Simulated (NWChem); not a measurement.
# One shape, several levels: triplet CH3Br

We compute a comparison of 4 runs (UHF/STO-3G, UHF/3-21G, UB3LYP/6-31G*) of triplet CH3Br. 

The calculation is run with NWChem 7.3.0.

33 further runs of the same task are left out: 33 set aside as unsound or not needed.

## Step 1: The system as given

The species is CH3Br (5 atoms), meant as a triplet with charge 0. As SMILES of the parent species, `CBr`. The shape is that of a PBE0-D4/def2-TZVP optimisation. That shape belongs to the parent species and isn't relaxed for this state.

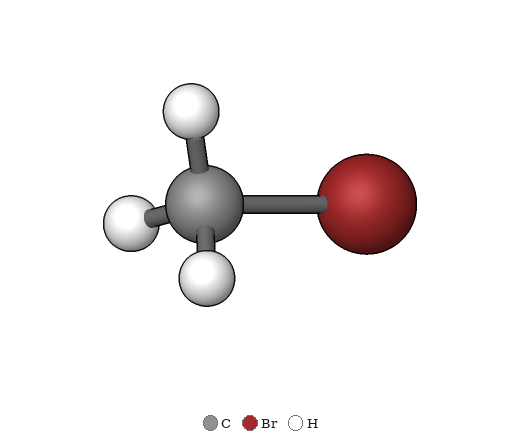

Viewed from a chosen angle; carbon grey, bromine red, hydrogen white.

## Step 2: A single-point energy at UHF/STO-3G (run 1)

Contents of run.py:

```python
from ase import Atoms
from ase.calculators.nwchem import NWChem

mol = Atoms(['C', 'Br', 'H', 'H', 'H'], positions=[
    [-0.106300, 0.123600, 0.088400],
    [1.001100, -1.164400, -0.833200],
    [0.516500, 0.973700, 0.351300],
    [-0.506300, -0.354100, 0.978000],
    [-0.905000, 0.421200, -0.584500],
])

calc = NWChem(
    label='geom',
    theory='scf',
    memory='2200 mb',
    basis='STO-3G',
    basispar='spherical bse',
    scf={'nopen': '2', 'uhf': None, 'thresh': '1e-08', 'maxiter': '80', 'print': 'low'},
    task='energy',
)
mol.calc = calc

print(f"energy = {mol.get_potential_energy():.6f} eV")
```

Started as:

```bash
$ export ASE_NWCHEM_COMMAND="nwchem PREFIX.nwi > PREFIX.nwo"
$ python run.py
```

Standard output:

```text
energy = -70302.070294 eV
```

The calculator wrote geom.nwi:

```
title "geom"

permanent_dir geom

scratch_dir geom

start geom

geometry units angstrom nocenter noautosym noautoz
  C  -1.0630000000000001e-01 1.2360000000000000e-01 8.8400000000000006e-02
  Br 1.0011000000000001e+00 -1.1644000000000001e+00 -8.3320000000000005e-01
  H  5.1649999999999996e-01 9.7370000000000001e-01 3.5130000000000000e-01
  H  -5.0629999999999997e-01 -3.5410000000000003e-01 9.7799999999999998e-01
  H  -9.0500000000000003e-01 4.2120000000000002e-01 -5.8450000000000002e-01
end

memory 2200 mb

basis spherical bse noprint
   * library STO-3G
end

scf
  nopen 2
  uhf
  thresh 1e-08
  maxiter 80
  print low
end

task scf energy
```

geom.nwo:

```text
Northwest Computational Chemistry Package (NWChem) 7.3.0
             --------------------------------------------------------

           Job information
           ---------------

    nwchem branch   = 7.3.0
    use scalapack   = T
    input           = geom.nwi
    prefix          = geom.
    data base       = geom/geom.db
    status          = startup
    nproc           =        1

           Memory information
           ------------------

    heap     =     72089594 doubles =      550.0 Mbytes
    stack    =     72089599 doubles =      550.0 Mbytes
    global   =    144179200 doubles =     1100.0 Mbytes (distinct from heap & stack)
    total    =    288358393 doubles =     2200.0 Mbytes
    verify   = yes
    hardfail = no

[... 37 lines left out ...]
            Nuclear Dipole moment (a.u.)
[... 46 lines left out ...]
                                       geom

  ao basis        = "ao basis"
  functions       =    26
  atoms           =     5
  alpha electrons =    23
  beta  electrons =    21
  charge          =   0.00
  wavefunction    = UHF
  input vectors   = atomic
  output vectors  = geom/geom.movecs
  use symmetry    = F
  symmetry adapt  = F

 Forming initial guess at       0.0s

 Starting SCF solution at       0.1s

  ga_iter_lsolve: convergence stagnant ... aborting solve
  ga_iter_lsolve: convergence stagnant ... aborting solve

       Final UHF  results
       ------------------

         Total SCF energy =  -2583.553451890777
      One electron energy =  -3791.266240822259
      Two electron energy =   1118.253039237898
 Nuclear repulsion energy =     89.459749693584

                       Sz =      1.0000
                 Sz(Sz+1) =      2.0000
                      S^2 =      2.0067

        Time for solution =      3.3s

 Task  times  cpu:        3.3s     wall:        3.3s
 Total times  cpu:        3.3s     wall:        3.3s
```

It took 4.2 s on 1 thread of AMD EPYC 9R45 (Zen 5), shared host; peak memory 0.098 GiB.

## Step 3: The energy at UHF/3-21G (run 2)

Contents of m1.nw:

```
START m1
TITLE "CH3Br energy"
memory stack 880 mb heap 220 mb global 1100 mb
charge 0
GEOMETRY units bohr noautosym nocenter noautoz
   C     -0.20087789     0.23357015     0.16705179
   Br     1.89180482    -2.20039710    -1.57451981
   H      0.97604354     1.84002633     0.66386079
   H     -0.95676834    -0.66915202     1.84815215
   H     -1.71020214     0.79595264    -1.10454492
END
BASIS spherical bse
   * library 3-21G
END
SCF
   triplet
   uhf
   thresh 1e-08
   maxiter 80
END
TASK scf energy
```

Started as:

```bash
$ nwchem m1.nw > m1.out
```

Standard output:

```text
[...]
  functions       =    37
[...]
  wavefunction    = UHF
[...]
         Total SCF energy =  -2599.228163021648
      One electron energy =  -3799.906452303535
      Two electron energy =   1111.218546062952
 Nuclear repulsion energy =     89.459743218934
                       Sz =      1.0000
                 Sz(Sz+1) =      2.0000
                      S^2 =      2.0078
[...]
```

Wall time 11 s (1 thread of AMD EPYC 9R45 (Zen 5), shared host); peak memory 0.099 GiB.

Run 3 isn't shown in full; the table further down has it.

## Step 4: The energy at UB3LYP/6-31G(d) (Cartesian functions) (run 4)

Contents of test.nw:

```
START test
TITLE "CH3Br B3LYP"
memory total 2200 mb

GEOMETRY noautosym nocenter noautoz
 C       -0.106300       0.123600       0.088400
 Br       1.001100      -1.164400      -0.833200
 H        0.516500       0.973700       0.351300
 H       -0.506300      -0.354100       0.978000
 H       -0.905000       0.421200      -0.584500
END

BASIS "ao basis" cartesian
 * library 6-31G*
END

DFT
 xc b3lyp
 mult 3
 grid xfine
 convergence energy 1e-08
 maxiter 100
 mulliken
END

TASK dft energy
```

Started as:

```bash
$ nwchem test.nw > test.out
```

Standard output:

```text
[...]
          Wavefunction type:  spin polarized.
          No. of atoms     :     5
          No. of electrons :    44
[...]
          Charge           :     0
          Spin multiplicity:     3
[...]
          AO basis - number of functions:    56
[...]
              XC Information
              --------------
                         B3LYP Method XC Potential
                     Hartree-Fock (Exact) Exchange  0.200
                        Slater Exchange Functional  0.800 local
                    Becke 1988 Exchange Functional  0.720 non-local
              Lee-Yang-Parr Correlation Functional  0.810
                  VWN I RPA Correlation Functional  0.190 local
[...]
 d= 0,ls=0.0,diis     1  -2613.5496876193 -2.70D+03  1.16D-02  3.43D-01     1.2
[...]
 d= 0,ls=0.0,diis    10  -2613.5782720991 -7.78D-09  4.70D-06  5.74D-09     9.6
[...]
         Total DFT energy =    -2613.578272099054
      One electron energy =    -3811.198502121063
           Coulomb energy =     1206.011158535527
    Exchange-Corr. energy =      -97.850678207101
 Nuclear repulsion energy =       89.459749693584
[...]
      Total Density - Mulliken Population Analysis
     ---------------------------------------------
    Atom       Charge   Shell Charges
 -----------   ------   -------------------------------------------------------
    1 C    6     6.64   1.99  0.69  2.09  0.67  1.17  0.03
    2 Br  35    34.87   2.00  1.99  6.00  1.93  5.98  1.68  3.55  0.31  1.28  7.02  2.95  0.17
    3 H    1     0.82   0.51  0.31
    4 H    1     0.83   0.51  0.31
    5 H    1     0.84   0.52  0.31
[...]
      <S2> =      2.0032 (Exact =     2.0000)
[...]
```

Run time: 10 s. Hardware: 1 thread of AMD EPYC 9R45 (Zen 5), shared host; peak memory 0.13 GiB.

## Step 5: The series

| run | level | iteration cap | module | energy (Eh) | ⟨S²⟩ | wall time |
| --- | --- | --- | --- | --- | --- | --- |
| 1 | UHF/STO-3G | 80 | scf | -2583.553452 | 2.007 | 4.2 s |
| 2 | UHF/3-21G | 80 | scf | -2599.228163 | 2.008 | 11 s |
| 3 | UB3LYP/6-31G* (spherical functions) | 100 | dft | -2613.568645 | 2.003 | 9.6 s |
| 4 | UB3LYP/6-31G* (Cartesian functions) | 100 | dft | -2613.578272 | 2.003 | 10 s |

## Step 6: Outcome

| quantity | value |
| --- | --- |
| run 4: total energy | -2613.57827 Eh |
| run 4: dipole moment | 0.72 D |
| run 4: HOMO energy (highest over α and β) | -2.01 eV |
| run 4: ⟨S²⟩ | 2.003 |

What this shows: In run 1 the basis is minimal, so the values are rough. All runs together took 35 s, the longest 11 s.
